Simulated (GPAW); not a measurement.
# BaTiO3 (Pm-3m): refractive index against wavelength

The refractive index of BaTiO3 (Pm-3m) below the direct gap (1.91 eV on the mesh) is read from one computed spectrum, n = √(Re ε).

It takes space group Pm-3m (No. 221, cubic). The conventional cell has a = 4.006 Å, b = 4.006 Å, c = 4.006 Å, α = 90.00°, β = 90.00°, γ = 90.00°. Around Ba on site b lie 12 O at 2.83 Å. Ti on site a has 6 O at 2.00 Å as nearest neighbours. O on site d has 2 Ti at 2.00 Å as nearest neighbours.

Method: GPAW 26.7.0, PBE, RPA, k-mesh 8×8×8, local fields up to 70 eV, Lorentzian half width 0.12 eV.

Launch of the response step: `OMP_NUM_THREADS=1 python df.py`. The run took 2.1 min, its band step included, on 1 thread of Arm Neoverse V1, with other jobs on the host.

```
wavelength (nm)  photon energy E (eV)       n
           3000                 0.413  2.4725
           2000                 0.620  2.4831
           1550                 0.800  2.4963
           1310                 0.946  2.5102
           1064                 1.165       ?
```

In the single-oscillator model n² − 1 = E₀E_d/(E₀² − E²), so 1/(n² − 1) = E₀/E_d − E²/(E₀E_d) is linear in E².

Working, on the rows shown:

| x = E² (eV²) | y = 1/(n² − 1) |
| --- | --- |
| 0.170801 | 0.19557 |
| 0.384302 | 0.193581 |
| 0.639837 | 0.191149 |
| 0.895757 | 0.18864 |

Means: x̄ = 0.52267, ȳ = 0.19224. Σ(x − x̄)(y − ȳ) = -0.002828, Σ(x − x̄)² = 0.2959. Slope = -0.002828 / 0.2959 = -0.009559; intercept = ȳ − slope · x̄ = 0.19723. Turned back into n, the line misses the rows shown by at most 0.00019.

Q: Predict the last column of the withheld row from the fit.

A: At x = 1.3578 the line gives y = 0.18425, that is 2.5352. The run gave 2.5372, so the extrapolation is off by 0.002, 3 % of the range in the table.

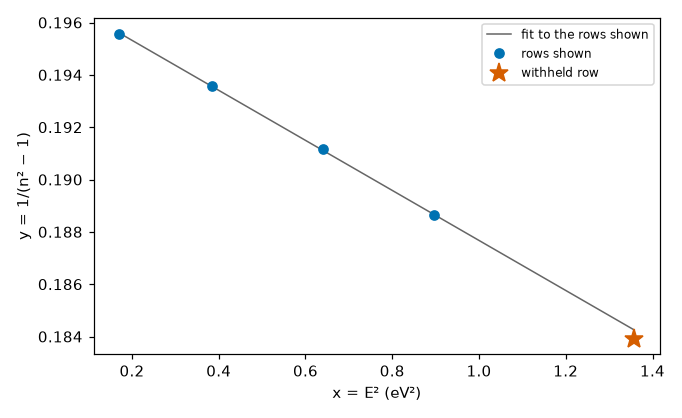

Refitted with all rows, the slope is -0.009825 and the intercept 0.19735. These give E₀ = √(intercept/−slope) = 4.48 eV and E_d = E₀/intercept = 22.7 eV; E₀ is 2.3 times the direct gap. The electronic limit at long wavelengths, without lattice vibrations, is n = √(1 + 1/intercept) = 2.463. Excitons are left out; PBE gaps are as a rule too small. The values come from a sum over the points of one k-mesh and carry its error, which grows as the direct gap shrinks. This version of GPAW has incomplete matrix elements in the optical limit, which can lower ε − 1 by up to a tenth where first-row anions or d states rule. Spin-orbit coupling is left out.

[Logs are printed without paths, hosts, clocks, repeated set-up lines and the standing remarks that a program may print on its own settings, such as how far it seeks lower states.]
